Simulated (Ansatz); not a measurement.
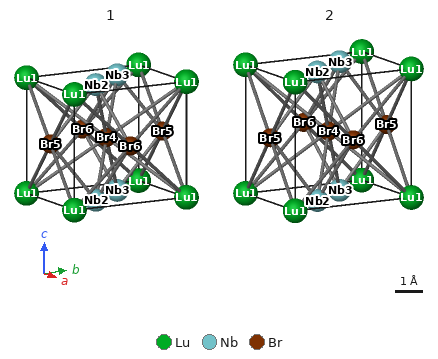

Two geometries of a crystal of LuNb₂Br₃ (a generated structure, set up in P6/mmm) (coarse preliminary run), drawn at one scale. One is the start of a relaxation, the other its converged end. Style: ball-and-stick. Shown: the cell of the calculation, slightly off an axis.

These are results of DFT PBE, scalar-relativistic, plane waves, PAW in Ansatz, not measurements. Set-up: plane-wave cutoff 420 eV; k-point mesh 3 × 3 × 4; occupations gaussian; smearing width 0.1 eV; no spin polarisation; cell and atoms relaxed; force threshold 0.04 eV/Å; at most 70 steps.

### Which geometry has the lower energy?

Structure 1 is the relaxed one. Over 3 accepted moves (4 points after the start) the energy falls by 155 meV per atom. All forces vanish by symmetry, so only the cell relaxes. The pressure goes from −7.53 to 0.14 GPa. The SCF was repeated once at an unchanged geometry on a basis and grid sized afresh for the cell, which shifted the energy by 0.5 meV per atom at most. No atom moves by more than 0.005 Å relative to the cell. The volume changes by −16.3 %, with a = b 6.323 → 6.097 Å (−3.6 %), c 4.803 → 4.322 Å (−10.0 %). Among the contacts that change: Lu1–Br4 3.970 → 3.737 Å, Nb2–Br4 3.016 → 2.787 Å. Among the angles between lasting bonds that change: Nb2–Br4–Nb3 74.5° → 78.3°, Br4–Nb2–Br4 105.5° → 101.7°, Nb2–Br4–Nb2 105.5° → 101.7°. The space group stays P6/mmm (No. 191).
